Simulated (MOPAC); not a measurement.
## Geometry relaxation, with input and output: Si₂Cl₃OF₃ (part 2 of 4)

Si₂Cl₃OF₃; PM7, closed shell, dispersion built in (MOPAC 23.2.5). The atoms were displaced at random from an optimised geometry.

Geometry of the input (Å):
```
F  -2.3269  0.0405  0.9935
Si -0.8866  0.6154  1.1951
F  -0.2185  -0.0639  2.4284
F  -0.9866  2.1500  1.4714
O  0.0010  0.3848  -0.1126
Si 0.8590  -0.5190  -1.1550
Cl 2.6102  -1.0633  -0.3136
Cl -0.2294  -2.1449  -1.6736
Cl 1.2055  0.6266  -2.8088
```

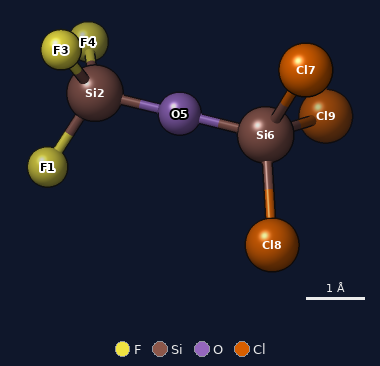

Figure 1. The geometry at step 31 of the log (ball-and-stick view, seen at a tilt; atoms are numbered from 1 in the order of the input).

**Trajectory as extended XYZ, continued**
```
9
Properties=species:S:1:pos:R:3:forces:R:3 step=9 energy=-21.37011
F    -2.2951    0.0541    0.9863   -0.0359   0.0023   0.0570
Si   -0.8579    0.6156    1.1859    0.0171  -0.3473   0.0359
F    -0.2345   -0.0425    2.4573   -0.1092   0.1766  -0.1203
F    -0.9606    2.1487    1.3613    0.0615   0.2082   0.0481
O     0.0048    0.2475   -0.0519    0.0578  -0.0157  -0.0692
Si    0.8392   -0.5109   -1.1575   -0.0228  -0.0017   0.1331
Cl    2.5787   -1.0493   -0.3331    0.0556  -0.0353  -0.0278
Cl   -0.2111   -2.1261   -1.6903    0.0254  -0.0371  -0.0737
Cl    1.1775    0.6541   -2.7382   -0.0494   0.0499   0.0170
9
Properties=species:S:1:pos:R:3:forces:R:3 step=10 energy=-21.37693
F    -2.2912    0.0568    0.9993   -0.0567  -0.0039   0.0542
Si   -0.8498    0.6096    1.1884   -0.1207   0.0437   0.0047
F    -0.2449   -0.0160    2.4799   -0.0319   0.1257  -0.0452
F    -0.9440    2.1573    1.3180    0.0875  -0.1135   0.0341
O     0.0062    0.2092   -0.0421   -0.0326   0.0684   0.0397
Si    0.8368   -0.5249   -1.1578    0.0240  -0.0906  -0.0318
Cl    2.5776   -1.0481   -0.3288    0.0766  -0.0738  -0.0547
Cl   -0.2080   -2.1385   -1.7220    0.1026   0.0541  -0.0398
Cl    1.1620    0.6812   -2.7138   -0.0487  -0.0100   0.0388
9
Properties=species:S:1:pos:R:3:forces:R:3 step=12 energy=-21.38619
F    -2.3010    0.0556    1.0686    0.0115   0.0614  -0.0382
Si   -0.8501    0.6074    1.1825   -0.0797   0.1314   0.1469
F    -0.2829    0.1150    2.5475    0.0441   0.0296  -0.1296
F    -0.8814    2.1656    1.1979   -0.0167  -0.1623  -0.0174
O     0.0042    0.1065   -0.0100   -0.1275  -0.1155   0.0796
Si    0.8348   -0.5897   -1.1549   -0.0038   0.2883  -0.0330
Cl    2.5935   -1.0686   -0.3402    0.0413  -0.1531  -0.0993
Cl   -0.1749   -2.1714   -1.8443    0.1457   0.0770   0.0477
Cl    1.1056    0.7621   -2.6111   -0.0149  -0.1568   0.0432
9
Properties=species:S:1:pos:R:3:forces:R:3 step=13 energy=-21.39318
F    -2.3018    0.0557    1.0513   -0.1033   0.0105  -0.0271
Si   -0.8567    0.6095    1.1832   -0.0581   0.0135   0.0069
F    -0.2721    0.0859    2.5218    0.0932  -0.0427   0.1090
F    -0.8989    2.1592    1.2368   -0.0187   0.1011  -0.0153
O     0.0022    0.1374   -0.0160   -0.0651  -0.0810   0.0053
Si    0.8360   -0.5668   -1.1512    0.0149   0.0806   0.0338
Cl    2.5929   -1.0702   -0.3461    0.0458  -0.1140  -0.0586
Cl   -0.1779   -2.1585   -1.8101    0.0898   0.0202   0.0187
Cl    1.1208    0.7337   -2.6364    0.0014   0.0119  -0.0727
9
Properties=species:S:1:pos:R:3:forces:R:3 step=15 energy=-21.39914
F    -2.3287    0.0618    1.0605   -0.0209   0.0861   0.0892
Si   -0.8823    0.6112    1.2087    0.2618   0.0992   0.0161
F    -0.2863    0.1660    2.5814   -0.1440   0.0630  -0.2177
F    -0.8745    2.1719    1.1541   -0.0885  -0.2750   0.0342
O    -0.0193    0.0488    0.0434    0.0404   0.0763  -0.0045
Si    0.8389   -0.5578   -1.1280   -0.0056  -0.1787  -0.0084
Cl    2.6158   -1.1310   -0.4058   -0.0469   0.0556  -0.0172
Cl   -0.1229   -2.1562   -1.8601    0.0119   0.0335   0.0272
Cl    1.0898    0.7697   -2.5998   -0.0082   0.0399   0.0808
9
Properties=species:S:1:pos:R:3:forces:R:3 step=16 energy=-21.40469
F    -2.3212    0.0608    1.0597    0.0218   0.0759   0.0369
Si   -0.8722    0.6113    1.1964    0.0028  -0.0386   0.0159
F    -0.2812    0.1360    2.5544   -0.0168  -0.0056  -0.0172
F    -0.8860    2.1650    1.1900   -0.0577   0.0061  -0.0071
O    -0.0116    0.0854    0.0179    0.0002   0.0110   0.0054
Si    0.8383   -0.5626   -1.1357    0.0402  -0.0265  -0.0273
Cl    2.6081   -1.1099   -0.3860    0.0139  -0.0143  -0.0137
Cl   -0.1419   -2.1555   -1.8380   -0.0023  -0.0435  -0.0070
Cl    1.1022    0.7553   -2.6126   -0.0020   0.0355   0.0142
9
Properties=species:S:1:pos:R:3:forces:R:3 step=18 energy=-21.40700
F    -2.3268    0.0819    1.0979   -0.1270  -0.0063  -0.0186
Si   -0.8711    0.6086    1.1978    0.1574   0.1438  -0.0288
F    -0.2994    0.1864    2.5812    0.0279  -0.0035  -0.0435
F    -0.8712    2.1653    1.1215   -0.0337  -0.1368   0.0041
O    -0.0159    0.0292    0.0383    0.0139  -0.0519  -0.0180
Si    0.8406   -0.5849   -1.1361   -0.1192   0.0422   0.0273
Cl    2.6168   -1.1271   -0.4025    0.0191  -0.0241  -0.0202
Cl   -0.1204   -2.1754   -1.8851    0.0700   0.0972   0.0460
Cl    1.0783    0.7999   -2.5612   -0.0084  -0.0605   0.0515
9
Properties=species:S:1:pos:R:3:forces:R:3 step=19 energy=-21.40847
F    -2.3286    0.0821    1.0938   -0.0635   0.0079  -0.0161
Si   -0.8713    0.6093    1.1964    0.0535   0.0579  -0.0180
F    -0.2962    0.1780    2.5742    0.0389  -0.0216   0.0001
F    -0.8767    2.1636    1.1330   -0.0302  -0.0310  -0.0011
O    -0.0160    0.0384    0.0344    0.0134  -0.0331  -0.0120
Si    0.8402   -0.5807   -1.1351   -0.0504   0.0213   0.0238
Cl    2.6171   -1.1275   -0.4042    0.0135  -0.0143  -0.0108
Cl   -0.1210   -2.1712   -1.8746    0.0271   0.0314   0.0164
Cl    1.0823    0.7928   -2.5672   -0.0024  -0.0187   0.0177
9
Properties=species:S:1:pos:R:3:forces:R:3 step=21 energy=-21.40928
F    -2.3341    0.0903    1.0932    0.0067   0.0132  -0.0052
Si   -0.8723    0.6107    1.1967   -0.0327  -0.0161  -0.0023
F    -0.2933    0.1750    2.5718    0.0229  -0.0043   0.0014
F    -0.8837    2.1631    1.1305   -0.0065   0.0249  -0.0015
O    -0.0175    0.0345    0.0373    0.0047  -0.0045   0.0158
Si    0.8400   -0.5781   -1.1316    0.0127  -0.0177  -0.0056
Cl    2.6205   -1.1337   -0.4141    0.0091   0.0054   0.0064
Cl   -0.1154   -2.1702   -1.8697   -0.0124  -0.0121  -0.0131
Cl    1.0823    0.7937   -2.5635   -0.0044   0.0111   0.0040
9
Properties=species:S:1:pos:R:3:forces:R:3 step=22 energy=-21.40945
F    -2.3378    0.0993    1.1025   -0.0132  -0.0042  -0.0134
Si   -0.8731    0.6110    1.1971    0.0164   0.0134   0.0002
F    -0.2958    0.1905    2.5784    0.0131   0.0082  -0.0236
F    -0.8805    2.1640    1.1081    0.0038  -0.0316   0.0046
O    -0.0186    0.0134    0.0473    0.0000   0.0056   0.0000
Si    0.8401   -0.5855   -1.1296   -0.0163  -0.0022   0.0049
Cl    2.6249   -1.1399   -0.4223    0.0037   0.0056   0.0082
Cl   -0.1073   -2.1760   -1.8847    0.0007   0.0220   0.0025
Cl    1.0735    0.8075   -2.5445   -0.0082  -0.0167   0.0166
9
Properties=species:S:1:pos:R:3:forces:R:3 step=24 energy=-21.40960
F    -2.3365    0.0962    1.0974   -0.0051   0.0020  -0.0071
Si   -0.8729    0.6110    1.1966   -0.0034  -0.0011   0.0009
F    -0.2931    0.1842    2.5744    0.0136   0.0015  -0.0044
F    -0.8819    2.1636    1.1173   -0.0007  -0.0021   0.0003
O    -0.0177    0.0215    0.0439   -0.0002  -0.0013   0.0008
Si    0.8398   -0.5837   -1.1299    0.0026  -0.0043   0.0016
Cl    2.6236   -1.1364   -0.4185    0.0028   0.0020   0.0063
Cl   -0.1112   -2.1736   -1.8794   -0.0045   0.0037  -0.0025
Cl    1.0762    0.8017   -2.5506   -0.0052  -0.0005   0.0041
9
Properties=species:S:1:pos:R:3:forces:R:3 step=25 energy=-21.40963
F    -2.3365    0.0965    1.0922    0.0011   0.0030   0.0050
Si   -0.8730    0.6111    1.1960    0.0003  -0.0076  -0.0020
F    -0.2882    0.1825    2.5710   -0.0004  -0.0010   0.0079
F    -0.8821    2.1635    1.1202   -0.0024   0.0079  -0.0021
O    -0.0168    0.0222    0.0440   -0.0064  -0.0039  -0.0043
Si    0.8395   -0.5852   -1.1289    0.0137   0.0059  -0.0012
Cl    2.6241   -1.1335   -0.4155   -0.0048  -0.0053   0.0004
Cl   -0.1139   -2.1727   -1.8795    0.0000  -0.0045   0.0014
Cl    1.0748    0.7999   -2.5498   -0.0010   0.0055  -0.0050
9
Properties=species:S:1:pos:R:3:forces:R:3 step=26 energy=-21.40967
F    -2.3369    0.0973    1.0947    0.0000   0.0012   0.0007
Si   -0.8730    0.6110    1.1962   -0.0006  -0.0030  -0.0004
F    -0.2899    0.1843    2.5727    0.0034   0.0009   0.0008
F    -0.8819    2.1635    1.1173   -0.0002   0.0008  -0.0011
O    -0.0174    0.0202    0.0446   -0.0044  -0.0020  -0.0014
Si    0.8398   -0.5851   -1.1290    0.0067   0.0021  -0.0007
Cl    2.6243   -1.1352   -0.4172   -0.0020  -0.0020   0.0026
Cl   -0.1122   -2.1734   -1.8804   -0.0008   0.0002   0.0003
Cl    1.0745    0.8017   -2.5486   -0.0021   0.0018  -0.0007
9
Properties=species:S:1:pos:R:3:forces:R:3 step=28 energy=-21.40968
F    -2.3375    0.0985    1.0960   -0.0006  -0.0012   0.0004
Si   -0.8730    0.6107    1.1961    0.0011   0.0014   0.0001
F    -0.2898    0.1864    2.5733    0.0025   0.0011  -0.0017
F    -0.8815    2.1632    1.1144    0.0014  -0.0031  -0.0010
O    -0.0179    0.0173    0.0453   -0.0031  -0.0003  -0.0007
Si    0.8402   -0.5858   -1.1289    0.0005   0.0010   0.0002
Cl    2.6247   -1.1363   -0.4175   -0.0024  -0.0005   0.0018
Cl   -0.1112   -2.1737   -1.8821    0.0009   0.0021   0.0003
Cl    1.0730    0.8036   -2.5464   -0.0005  -0.0004   0.0005
9
Properties=species:S:1:pos:R:3:forces:R:3 step=29 energy=-21.40968
F    -2.3378    0.0992    1.0970   -0.0008  -0.0029   0.0008
Si   -0.8730    0.6104    1.1959    0.0017   0.0039   0.0007
F    -0.2892    0.1883    2.5735    0.0016   0.0002  -0.0020
F    -0.8808    2.1628    1.1118    0.0016  -0.0032  -0.0009
O    -0.0185    0.0150    0.0458   -0.0014   0.0013   0.0001
Si    0.8405   -0.5864   -1.1287   -0.0047  -0.0002   0.0003
Cl    2.6248   -1.1370   -0.4171   -0.0027   0.0005   0.0002
Cl   -0.1106   -2.1736   -1.8837    0.0026   0.0019   0.0003
Cl    1.0716    0.8050   -2.5445    0.0022  -0.0014   0.0005
9
Properties=species:S:1:pos:R:3:forces:R:3 step=31 energy=-21.40968
F    -2.3375    0.0984    1.0962   -0.0003  -0.0018   0.0006
Si   -0.8730    0.6105    1.1959    0.0010   0.0024   0.0013
F    -0.2892    0.1866    2.5730    0.0018  -0.0001  -0.0022
F    -0.8813    2.1630    1.1143    0.0008  -0.0017  -0.0007
O    -0.0182    0.0173    0.0449   -0.0019   0.0005   0.0003
Si    0.8404   -0.5858   -1.1289   -0.0022  -0.0001  -0.0007
Cl    2.6245   -1.1363   -0.4167   -0.0027  -0.0001   0.0005
Cl   -0.1114   -2.1735   -1.8823    0.0022   0.0019   0.0006
Cl    1.0728    0.8037   -2.5464    0.0013  -0.0010   0.0004
9
Properties=species:S:1:pos:R:3:forces:R:3 step=32 energy=-21.40968
F    -2.3371    0.0975    1.0962    0.0005   0.0005   0.0015
Si   -0.8729    0.6105    1.1960   -0.0024  -0.0003  -0.0018
F    -0.2887    0.1861    2.5726    0.0034  -0.0008   0.0027
F    -0.8810    2.1629    1.1145   -0.0012   0.0019   0.0000
O    -0.0184    0.0180    0.0445   -0.0010   0.0001  -0.0009
Si    0.8403   -0.5854   -1.1290   -0.0001   0.0004   0.0008
Cl    2.6239   -1.1359   -0.4157   -0.0016  -0.0003   0.0000
Cl   -0.1117   -2.1729   -1.8820    0.0001  -0.0031  -0.0013
Cl    1.0730    0.8031   -2.5471    0.0023   0.0016  -0.0010
9
Properties=species:S:1:pos:R:3:forces:R:3 step=34 energy=-21.40969
F    -2.3372    0.0974    1.0976    0.0004   0.0006   0.0001
Si   -0.8730    0.6105    1.1959    0.0006  -0.0035   0.0043
F    -0.2881    0.1861    2.5724    0.0019   0.0018  -0.0035
F    -0.8812    2.1629    1.1141   -0.0013   0.0027   0.0001
O    -0.0189    0.0181    0.0440   -0.0026   0.0003   0.0010
Si    0.8402   -0.5852   -1.1292   -0.0017  -0.0032  -0.0030
Cl    2.6234   -1.1362   -0.4151   -0.0014   0.0006  -0.0003
Cl   -0.1113   -2.1731   -1.8825    0.0020   0.0014  -0.0001
Cl    1.0734    0.8034   -2.5473    0.0020  -0.0007   0.0014
9
Properties=species:S:1:pos:R:3:forces:R:3 step=35 energy=-21.40969
F    -2.3375    0.0971    1.1003    0.0015   0.0012  -0.0017
Si   -0.8731    0.6106    1.1957    0.0029  -0.0055   0.0075
F    -0.2865    0.1866    2.5718    0.0007   0.0043  -0.0075
F    -0.8814    2.1629    1.1126   -0.0019   0.0017   0.0014
O    -0.0202    0.0176    0.0432   -0.0040   0.0008   0.0027
Si    0.8400   -0.5851   -1.1294   -0.0039  -0.0054  -0.0052
Cl    2.6224   -1.1368   -0.4137   -0.0006   0.0018  -0.0009
Cl   -0.1105   -2.1732   -1.8839    0.0028   0.0041   0.0003
Cl    1.0739    0.8041   -2.5470    0.0025  -0.0030   0.0034
9
Properties=species:S:1:pos:R:3:forces:R:3 step=37 energy=-21.40969
F    -2.3383    0.0963    1.1095    0.0026  -0.0013  -0.0012
Si   -0.8738    0.6107    1.1955    0.0076   0.0029  -0.0051
F    -0.2753    0.1866    2.5661   -0.0034   0.0044   0.0054
F    -0.8846    2.1631    1.1119   -0.0021  -0.0029   0.0039
O    -0.0266    0.0192    0.0381   -0.0035  -0.0066  -0.0012
Si    0.8380   -0.5855   -1.1306   -0.0013   0.0053   0.0048
Cl    2.6171   -1.1365   -0.4063    0.0008   0.0005  -0.0015
Cl   -0.1081   -2.1737   -1.8888   -0.0038  -0.0028  -0.0020
Cl    1.0783    0.8038   -2.5467    0.0030   0.0005  -0.0030
9
Properties=species:S:1:pos:R:3:forces:R:3 step=38 energy=-21.40971
F    -2.3379    0.0968    1.1054    0.0009  -0.0008  -0.0012
Si   -0.8734    0.6106    1.1956    0.0045   0.0011  -0.0015
F    -0.2801    0.1870    2.5688   -0.0011   0.0032   0.0017
F    -0.8832    2.1630    1.1122   -0.0015  -0.0015   0.0023
O    -0.0240    0.0182    0.0404   -0.0019  -0.0034   0.0003
Si    0.8387   -0.5855   -1.1301   -0.0023   0.0016   0.0012
Cl    2.6194   -1.1365   -0.4096    0.0006   0.0006  -0.0011
Cl   -0.1091   -2.1736   -1.8870   -0.0014  -0.0003  -0.0009
Cl    1.0764    0.8039   -2.5466    0.0023  -0.0005  -0.0007
9
Properties=species:S:1:pos:R:3:forces:R:3 step=40 energy=-21.40972
F    -2.3377    0.0970    1.1039    0.0004  -0.0006   0.0004
Si   -0.8733    0.6106    1.1958    0.0022   0.0001   0.0001
F    -0.2818    0.1878    2.5700    0.0005   0.0018   0.0004
F    -0.8827    2.1630    1.1122   -0.0012  -0.0007   0.0007
O    -0.0232    0.0172    0.0415   -0.0019  -0.0009  -0.0012
Si    0.8388   -0.5857   -1.1299   -0.0010   0.0004   0.0006
Cl    2.6202   -1.1365   -0.4110    0.0000   0.0001  -0.0002
Cl   -0.1093   -2.1736   -1.8868   -0.0008   0.0002  -0.0005
Cl    1.0757    0.8041   -2.5462    0.0018  -0.0003  -0.0003
9
Properties=species:S:1:pos:R:3:forces:R:3 step=41 energy=-21.40972
F    -2.3380    0.0962    1.1094    0.0017  -0.0005  -0.0008
Si   -0.8735    0.6107    1.1956    0.0027   0.0006  -0.0010
F    -0.2766    0.1887    2.5677   -0.0013   0.0026   0.0013
F    -0.8839    2.1630    1.1110   -0.0017  -0.0013   0.0016
O    -0.0267    0.0173    0.0388   -0.0010  -0.0026   0.0006
Si    0.8379   -0.5857   -1.1306   -0.0013   0.0015   0.0011
Cl    2.6174   -1.1366   -0.4070    0.0010   0.0004  -0.0013
Cl   -0.1078   -2.1739   -1.8899   -0.0023  -0.0001  -0.0006
Cl    1.0778    0.8044   -2.5460    0.0021  -0.0005  -0.0009
9
Properties=species:S:1:pos:R:3:forces:R:3 step=43 energy=-21.40972
F    -2.3376    0.0967    1.1047    0.0001  -0.0004   0.0005
Si   -0.8732    0.6106    1.1959   -0.0001  -0.0004   0.0008
F    -0.2812    0.1889    2.5702    0.0005   0.0006  -0.0003
F    -0.8829    2.1630    1.1120   -0.0008   0.0001  -0.0005
O    -0.0240    0.0166    0.0413    0.0007   0.0000  -0.0003
Si    0.8385   -0.5858   -1.1300    0.0003  -0.0002  -0.0001
Cl    2.6198   -1.1365   -0.4106    0.0000  -0.0003  -0.0002
Cl   -0.1089   -2.1737   -1.8879   -0.0012   0.0005   0.0001
Cl    1.0762    0.8041   -2.5460    0.0007   0.0000   0.0000
9
Properties=species:S:1:pos:R:3:forces:R:3 step=44 energy=-21.40972
F    -2.3376    0.0966    1.1056    0.0001  -0.0005   0.0008
Si   -0.8732    0.6106    1.1959    0.0004   0.0000   0.0002
F    -0.2804    0.1890    2.5698    0.0008   0.0008   0.0001
F    -0.8831    2.1630    1.1118   -0.0011  -0.0003  -0.0003
O    -0.0245    0.0167    0.0409   -0.0004  -0.0001  -0.0007
Si    0.8383   -0.5858   -1.1301    0.0002   0.0001   0.0002
Cl    2.6193   -1.1365   -0.4100    0.0002  -0.0003  -0.0001
Cl   -0.1088   -2.1737   -1.8883   -0.0013   0.0004  -0.0001
Cl    1.0766    0.8041   -2.5460    0.0009   0.0000  -0.0001
9
Properties=species:S:1:pos:R:3:forces:R:3 step=46 energy=-21.40972
F    -2.3378    0.0954    1.1116    0.0005  -0.0008  -0.0002
Si   -0.8734    0.6106    1.1957    0.0008   0.0002  -0.0007
F    -0.2746    0.1902    2.5675   -0.0005   0.0010   0.0004
F    -0.8847    2.1629    1.1108   -0.0014   0.0001   0.0001
O    -0.0286    0.0168    0.0378    0.0017  -0.0013   0.0014
Si    0.8372   -0.5858   -1.1309    0.0000   0.0003   0.0002
Cl    2.6162   -1.1366   -0.4056    0.0004   0.0000  -0.0011
Cl   -0.1074   -2.1738   -1.8917   -0.0022   0.0007   0.0001
Cl    1.0793    0.8043   -2.5460    0.0009  -0.0002  -0.0002
9
Properties=species:S:1:pos:R:3:forces:R:3 step=47 energy=-21.40972
F    -2.3377    0.0959    1.1086    0.0001  -0.0006   0.0001
Si   -0.8733    0.6106    1.1958    0.0001   0.0002  -0.0004
F    -0.2775    0.1897    2.5687    0.0001   0.0007   0.0003
F    -0.8839    2.1629    1.1112   -0.0011  -0.0002  -0.0002
O    -0.0265    0.0167    0.0394    0.0015  -0.0005   0.0009
Si    0.8378   -0.5858   -1.1305    0.0000   0.0001  -0.0001
Cl    2.6177   -1.1365   -0.4078    0.0006  -0.0003  -0.0006
Cl   -0.1081   -2.1737   -1.8901   -0.0018   0.0005   0.0001
Cl    1.0780    0.8042   -2.5460    0.0006   0.0000  -0.0001
9
Properties=species:S:1:pos:R:3:forces:R:3 step=49 energy=-21.40972
F    -2.3376    0.0962    1.1070    0.0002  -0.0006   0.0007
Si   -0.8732    0.6106    1.1959    0.0003   0.0000   0.0003
F    -0.2791    0.1895    2.5694    0.0008   0.0007   0.0000
F    -0.8836    2.1629    1.1115   -0.0012  -0.0001  -0.0004
O    -0.0254    0.0166    0.0402   -0.0002   0.0000  -0.0006
Si    0.8381   -0.5858   -1.1303    0.0004   0.0000   0.0001
Cl    2.6186   -1.1365   -0.4091    0.0003  -0.0005   0.0000
Cl   -0.1086   -2.1737   -1.8892   -0.0014   0.0005  -0.0001
Cl    1.0774    0.8042   -2.5459    0.0007   0.0001   0.0000
9
Properties=species:S:1:pos:R:3:forces:R:3 step=50 energy=-21.40972
F    -2.3377    0.0952    1.1124    0.0009  -0.0005  -0.0002
Si   -0.8734    0.6106    1.1958   -0.0004  -0.0002   0.0000
F    -0.2741    0.1908    2.5675   -0.0004   0.0009  -0.0003
F    -0.8849    2.1628    1.1103   -0.0013   0.0000  -0.0002
O    -0.0290    0.0164    0.0377    0.0022  -0.0005   0.0016
Si    0.8371   -0.5859   -1.1310    0.0001   0.0000  -0.0002
Cl    2.6159   -1.1367   -0.4053    0.0006  -0.0004  -0.0010
Cl   -0.1074   -2.1738   -1.8923   -0.0021   0.0008   0.0003
Cl    1.0797    0.8044   -2.5458    0.0005  -0.0001   0.0000
9
Properties=species:S:1:pos:R:3:forces:R:3 step=51 energy=-21.40972
F    -2.3376    0.0957    1.1093    0.0002  -0.0006   0.0000
Si   -0.8733    0.6106    1.1958   -0.0002   0.0001  -0.0002
F    -0.2770    0.1901    2.5686    0.0001   0.0006   0.0001
F    -0.8842    2.1629    1.1109   -0.0011  -0.0001  -0.0003
O    -0.0269    0.0165    0.0392    0.0018  -0.0001   0.0009
Si    0.8377   -0.5859   -1.1306    0.0001   0.0000  -0.0002
Cl    2.6175   -1.1366   -0.4075    0.0006  -0.0005  -0.0006
Cl   -0.1081   -2.1737   -1.8905   -0.0018   0.0005   0.0002
Cl    1.0784    0.8042   -2.5459    0.0004   0.0001   0.0000
```
